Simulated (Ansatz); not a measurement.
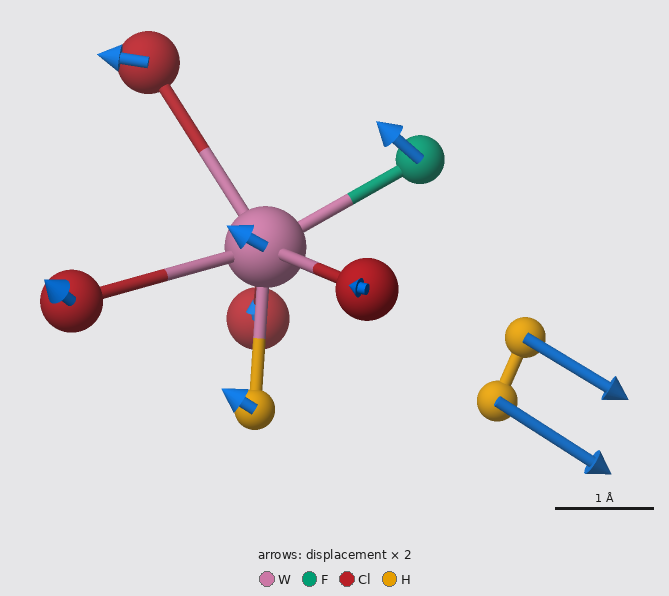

A relaxation of WH3Cl4F. The starting structure is drawn; blue arrows show the displacements, 2 times their true length. The two geometries are superimposed by the best rigid fit.

Style: ball-and-stick. Shown from a free direction.

The run prepares an end point of a later path (reaction) calculation, from a guessed geometry.

All numbers below come from RKS B3LYP-D4/def2-SVP in Ansatz. (no spin polarisation; force threshold 0.03 eV/Å; at most 50 steps)

> Which element moves most?

Hydrogen: up to 0.72 Å, against 0.31 Å for fluorine.

> What did the optimiser do to the structure, and how much energy did it gain?

The atom that moves furthest after the best rigid fit is an H atom (0.72 Å). Largest moves by element: H 0.72 Å, F 0.31 Å, Cl 0.27 Å, W 0.23 Å. Some distances before and after: H–W 2.930 → 3.877 Å, H–W 2.886 → 3.727 Å, H–H 0.716 → 0.760 Å, F–W 1.864 → 1.877 Å. Bond angles that change, for instance: Cl–W–Cl 141.3° → 134.2°, Cl–W–Cl 109.5° → 115.9°, Cl–W–Cl 128.7° → 134.4°. The energy falls by 0.214 eV in 6 geometry steps. The largest force component goes from 1.5 to 0.019 eV/Å.
